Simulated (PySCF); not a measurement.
Cd(I)(SiMe3), SMILES [I][Cd][Si](C)(C)C at its GFN2-xTB optimised geometry (Å):

```
15

Cd    -1.5013     2.2951     0.0000
I     -0.6925     4.0083    -2.0261
Si    -0.8254    -0.1391     0.0000
C     -1.4311    -0.8297    -1.6917
C     -1.4505    -1.2860     1.4037
C      1.0995    -0.1391     0.0000
H     -0.9928    -1.7993    -1.9112
H     -2.5127    -0.9502    -1.7081
H     -1.1620    -0.1584    -2.5078
H     -2.5349    -1.3399     1.4245
H     -1.1155    -0.9456     2.3789
H     -1.0740    -2.2951     1.2608
H      1.4977     0.1367     0.9746
H      1.4918     0.5703    -0.7293
H      1.5013    -1.1171    -0.2501
```

Level of theory: B3LYP/def2-TZVP, def2 effective core potentials past Kr (PySCF 2.14.0). The core electrons that the potentials of Cd, I replace are not part of the density. Cells within 0.4 Å of a nucleus heavier than hydrogen are left out (blank, or x).

Map of the log10 of the electron density (e/bohr³), floored at −4 on the plane z = 1.5 Å:

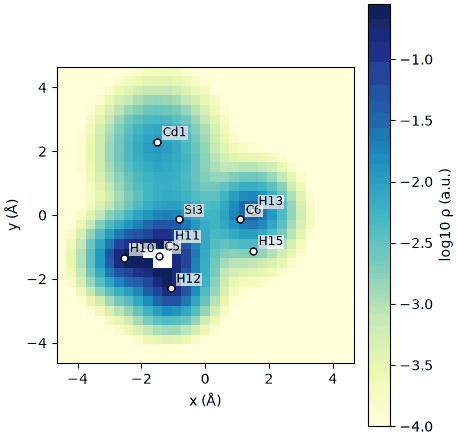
Log10 of the electron density (e/bohr³), floored at −4 on the plane z = 1.5 Å.
